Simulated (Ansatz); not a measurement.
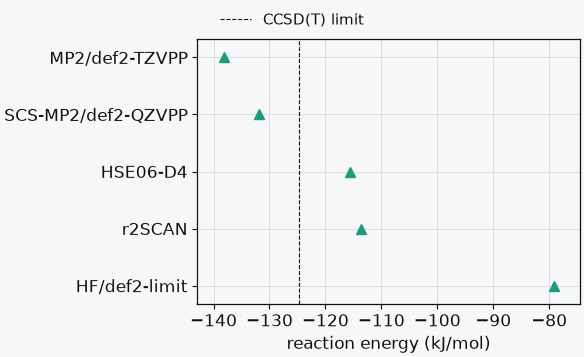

Electronic reaction energy of H₂S (S) + HO ([OH]) [doublet] → HS ([SH]) [doublet] + H₂O (O) (SMILES in brackets) at several levels (functionals in def2-TZVPP unless a basis is named), isolated molecules at PBE0-D4 triple-zeta geometries, minima by their frequencies, no zero-point or thermal terms, the Ansatz code 0.2.0. The line is frozen-core CCSD(T) at the basis limit (scheme: direct). No dispersion term is added to r2SCAN. The distance of MP2/def2-TZVPP and SCS-MP2/def2-QZVPP to the limit includes basis error.

Q: What range do the values span, the line included?

A: From −138.2 kJ/mol (MP2/def2-TZVPP) to −79.2 kJ/mol (HF/def2-limit).

Q: Which level comes closest to the line (CCSD(T) limit), and which misses most?

A: Closest SCS-MP2/def2-QZVPP (−132.0 kJ/mol), against −124.8 kJ/mol; farthest HF/def2-limit (−79.2 kJ/mol).
